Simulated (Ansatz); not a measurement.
Dy$_{3}$C

The calculation's input:

```
crystal:
  lattice:
    - [-1.7548694377, 1.7548694377, 7.1066117321]
    - [1.7548694377, -1.7548694377, 7.1066117321]
    - [1.7548694377, 1.7548694377, -7.1066117321]
  atoms:
    - { symbol: Dy, position: [0.1654080147, 0.1654080147, 0.0] }
    - { symbol: Dy, position: [0.8345919853, 0.8345919853, 0.0] }
    - { symbol: Dy, position: [0.5, 0.5, 0.0] }
    - { symbol: C, position: [0.0, 0.0, 0.0] }
basis:
  ecutwfc: 630
kpoints:
  mp_grid: { grid: [14, 14, 14] }
hamiltonian:
  xc: pbe
  pseudopotentials:
    kind: paw
    azcp: { Dy: "pseudopotentials/pbe/nc/lanthanide_3plus/Dy.nc.azcp" }
scf:
  occupations: { method: gaussian, width: 0.1 }
output:
  forces: true
  stress: true
  eigenvalues: true
  write_density: true
  write_potential: true
  elf: true
  volumetric_format: npy
relax:
  adjacent_minimum: "off"
  f_tol: 0.01
  max_steps: 30
  cell: { stress_tol: 0.1, fix: [volume] }
```

Launched as:

```sh
ansatz run input.yaml --threads 1 --pin off --max-ram 2816MiB --backend cpu --events-out ev --progress --plain --runs-dir out
```

Below, planes, directions and counts refer to the conventional cell (a = 3.51 Å, b = 3.51 Å, c = 14.19 Å, α = 90.00°, β = 90.00°, γ = 90.00°).

The fields are those of the run's last geometry, not of the input's.

Space group I4/mmm; a generated structure, not necessarily the stable one; changed on purpose from its base cell (volume × 0.91, shape and atoms relaxed); computed pressure about 7 GPa in this cell; computed without spin polarisation; no Hubbard U on the f states and no spin–orbit coupling.

Theory: Ansatz, DFT PBE, scalar-relativistic, plane waves, PAW; 4f electrons in the core of a trivalent norm-conserving potential.

Q: Predict the valence pseudo-density and electron localisation function between the atoms.

A: Dy–C (2.36 Å): the density is about 0.45 e/Å³ at the midpoint; the ELF peaks at about 0.80 in the valence shell of C, 0.7 Å from its nucleus, and drops to about 0.20 between the two atoms (no localised pair shows between them).
The ELF has a maximum of about 0.80 in the space between the atoms, 2.3 Å from six Dy atoms, on no atom or two-centre bond.

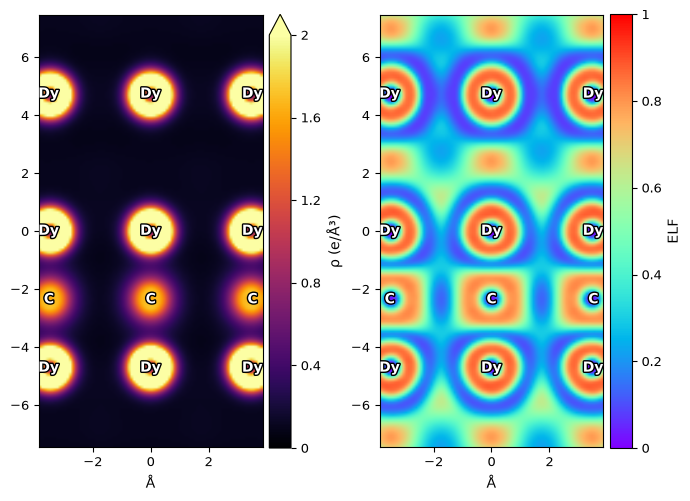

Computed valence pseudo-density and electron localisation function on the (100) plane of the conventional cell, in this order. 

The density is the valence pseudo-density of a pseudopotential calculation; it isn't the true density close to the nuclei.
